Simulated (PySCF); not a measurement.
Vertical excitations of a molecule C3H10OSi from PySCF 2.14.0 with TDA-PBE/def2-SVPD, as energy in eV (oscillator strength): 5.88 (0.004), 6.54 (0.006), 6.86 (0.001), 7.36 (0.019), 7.42 (0.038), 7.48 (0.011), 7.50 (0.008), 7.58 (0.043), 7.60 (0.019), 7.67 (0.013). Lowest triplet (TDA): 5.69 eV. The structure is a stationary point at B3LYP-D3(BJ)/def2-SVP. The values are those of a single conformer.

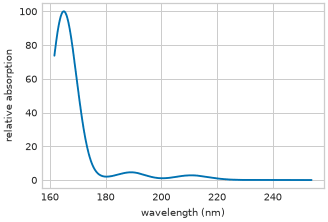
*The lines broadened by 0.4 eV.*

**Question.** Which structure fits?
(A) COCC[SiH3]
(B) CC(C)[SiH2]O
(C) CCOC[SiH3]
(D) OCCC[SiH3]

**Answer.** B, CC(C)[SiH2]O
